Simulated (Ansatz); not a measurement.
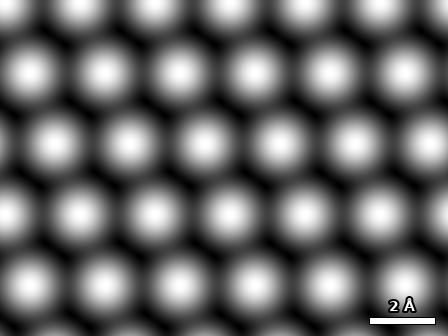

Z-contrast image of Rh (Fm-3m, No. 225). Simulated incoherent Z contrast: every atom adds Z^1.7 spread by a probe of 1.30 Å full width; channelling and multiple scattering are left out. The display is stretched by a gamma of 0.65; percentages refer to the linear signal. Atomic positions: the input geometry of an electronic-structure calculation (not necessarily at equilibrium).

```xyz
4
Lattice="3.8297 0.0000 0.0000 0.0000 3.8297 0.0000 0.0000 0.0000 3.8297" Properties=species:S:1:pos:R:3 pbc="T T T"
Rh    0.0000    0.0000    0.0000
Rh    0.0000    1.9148    1.9148
Rh    1.9148    0.0000    1.9148
Rh    1.9148    1.9148    0.0000
```

Along which zone axis is the crystal seen: [001], [210], [221] or [110]? (Directions equivalent by symmetry count as one.)

Answer. [110]. The projected cells are 1.91 × 1.91 Å, 90° for [001]; 0.86 × 1.91 Å, 90° for [210]; 0.90 × 1.43 Å, 108° for [221]; 2.35 × 2.35 Å, 109° for [110], and the image repeats as the [110] one does.
